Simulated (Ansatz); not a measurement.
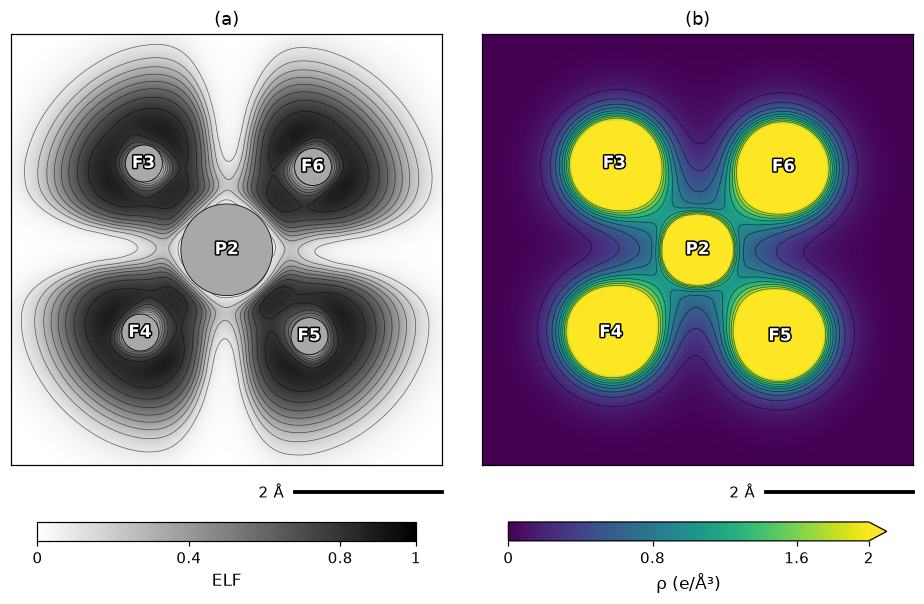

The picture shows: F6P (SMILES F[P-](F)(F)(F)(F)F) (charge −1). (a) ELF; (b) total electron density on the plane of atoms F5, P2 and F6. Grey discs cover the atomic cores in the ELF map.

Geometry: PBE0-D4/def2-TZVPD.

All numbers below come from Ansatz, RKS PBE0-D4/def2-TZVPPD.

Input

```
crystal:
  periodic: [false, false, false]
  atoms:
    - {symbol: F, position_ang: [-0.149579, -0.969855, 1.287103]}
    - {symbol: P, position_ang: [0.000000, 0.000003, 0.000002]}
    - {symbol: F, position_ang: [-1.609195, 0.019325, -0.172466]}
    - {symbol: F, position_ang: [0.087948, -1.295637, -0.966027]}
    - {symbol: F, position_ang: [1.609197, -0.019320, 0.172451]}
    - {symbol: F, position_ang: [-0.087948, 1.295633, 0.966045]}
    - {symbol: F, position_ang: [0.149577, 0.969851, -1.287108]}
basis:
  gaussian: {orbitals: "def2-TZVPPD.json"}
total_charge: -1
hamiltonian: {xc: pbe0, dispersion: d4}
output: {orbitals: {seedname: orbitals}}
```

Run with:

```sh
ansatz run in.yaml --threads 4 --pin off --events-out ev --progress --plain --max-ram 10444MiB
```

**What do the fields say about this system?**

Atoms in the plane: P and F. P–F (1.62 Å): ρ is about 1.3 e/Å³ halfway; the ELF peaks at about 0.85 between the atoms; a polar covalent bond. The ELF also peaks beside F5, F4, F6 and F3, away from the bonds: lone-pair regions.
